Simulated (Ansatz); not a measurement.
```csv
atom,x (Å),y (Å),z (Å)
C,-1.1572,1.8026,0.9773
S,0.6188,1.5440,0.4930
Si,0.8418,-0.5800,0.8921
C,1.2784,-0.9769,2.6965
As,0.0314,-0.1475,4.0620
H,-1.8226,1.1249,0.4103
H,-1.3987,2.8500,0.7170
H,-1.3160,1.6592,2.0623
H,1.9593,-1.0425,0.0045
H,-0.4398,-1.2697,0.5179
H,2.3187,-0.6596,2.9041
H,1.2230,-2.0776,2.8376
H,0.5829,1.2811,3.8596
H,0.9686,-0.3813,5.2711
```

Theory: RKS BLYP-D4/def2-SVP in Ansatz.

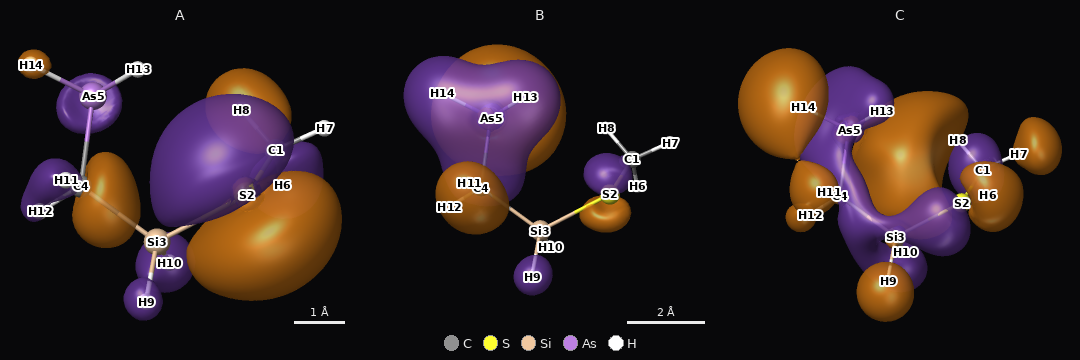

C2H9AsSSi (SMILES CS[SiH2]C[AsH2]). Three frontier orbitals at ±0.06 Å⁻³ᐟ² (orange and purple are the two phases), in no order.

Q: Which picture is the HOMO−1, the HOMO and the LUMO?

A: B is the HOMO−1 (−6.16 eV). By Hirshfeld shares it lies mainly on As5 (about 65 %), C4 (about 10 %), H14 (about 5 %) and H13 (about 5 %); largely a lone pair of As5. A is the HOMO (−5.32 eV). By Hirshfeld shares it lies mainly on S2 (about 75 %); largely a lone pair of S2. C is the LUMO (−0.43 eV). By Hirshfeld shares it lies mainly on As5 (about 30 %), H14 (about 15 %), Si3 (about 10 %), S2 (about 10 %) and C1 (about 10 %).

Q: What is the HOMO–LUMO gap?

A: 4.89 eV between the orbital energies.
